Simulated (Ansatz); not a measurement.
The starting structures come from a database of crystals and need not be the phases stable at ambient conditions.

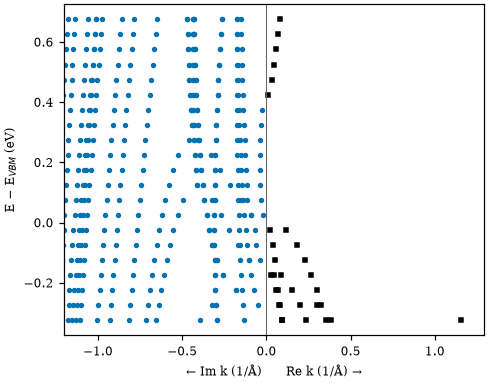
Figure: Complex bands at the centre of the two-dimensional zone; Ansatz (a quantum-chemistry and plane-wave program) with PBEsol

The gap is the functional's own, uncorrected, and κ follows it; spin-orbit coupling is left out. Mid-gap values are interpolated between the computed energies.

This is Na₃Sb (P6_3/mmc, not sure to be the ambient phase, 8 atoms a cell, 29.0 Å³ an atom) along the normal of (110). Read off the slowest decay at the centre of the two-dimensional zone at 0.23 eV, the computed energy nearest the middle of the gap.

κ ≈ 0.04 1/Å, a decay length 1/(2κ) of the density of 12 Å.
